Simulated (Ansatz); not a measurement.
```xyz
8

Si   -0.6670    0.8749   -0.0806
Cl    2.6722   -2.0536   -0.2454
Cl   -2.2737    0.8095   -1.3121
Cl   -1.1670    1.9420    1.5667
Cl    0.9105    1.7052   -1.0130
H     1.5504   -1.4531   -0.0355
O    -0.1989   -0.6299    0.3310
H    -0.8265   -1.1951    0.7890
```

The product side of a reaction path; geometry: PBE0-D4/def2-TZVP.

These are results of RKS PBE0-D4/def2-TZVPP in Ansatz 0.2.0, not measurements.

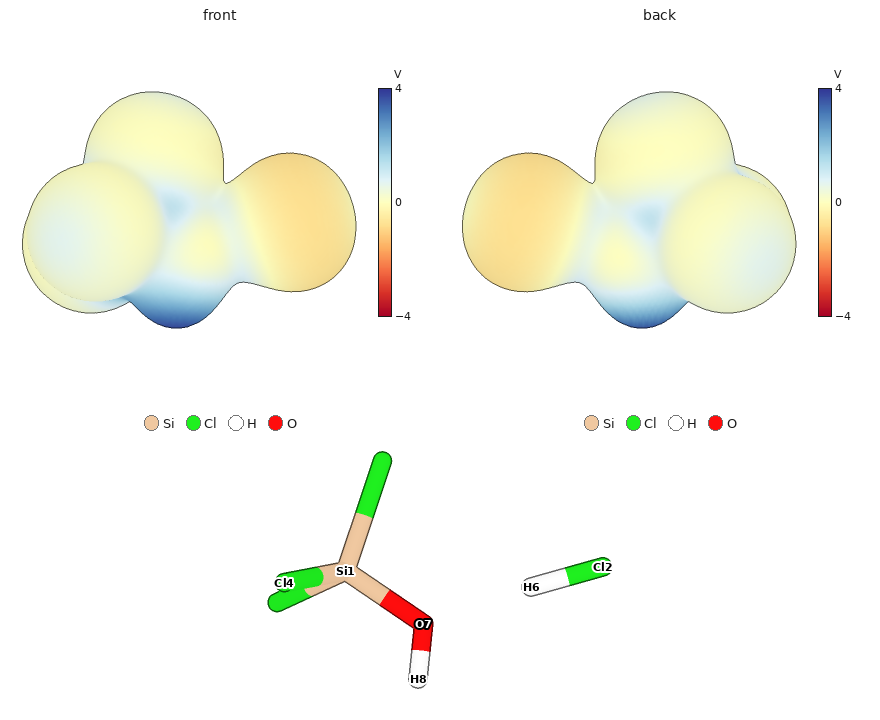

Cl3HOSi···HCl. The electrostatic potential painted on the density surface at 0.002 e/bohr³, seen from the front and from behind; the colour scale runs from red (negative) to blue (positive). The bare structure is drawn below in the same view.

Q: Which sites attract a positive test charge, and which a negative one?

A: A positive charge is drawn to the negative regions and a negative charge to the positive ones. The most negative region (about −0.8 V, or −18 kcal/mol for a unit charge) lies over Cl2, the most positive (about +3.6 V, or +83 kcal/mol for a unit charge) over H8. Cl3 shows a σ-hole: about +0.7 V, or +16 kcal/mol for a unit charge at the tip opposite its bond, against about +0.2 V on its flanks. Cl4 shows a σ-hole: about +0.7 V, or +16 kcal/mol for a unit charge at the tip opposite its bond, against about +0.1 V on its flanks. Cl5 shows a σ-hole: about +0.6 V, or +14 kcal/mol for a unit charge at the tip opposite its bond, against about 0.0 V on its flanks.
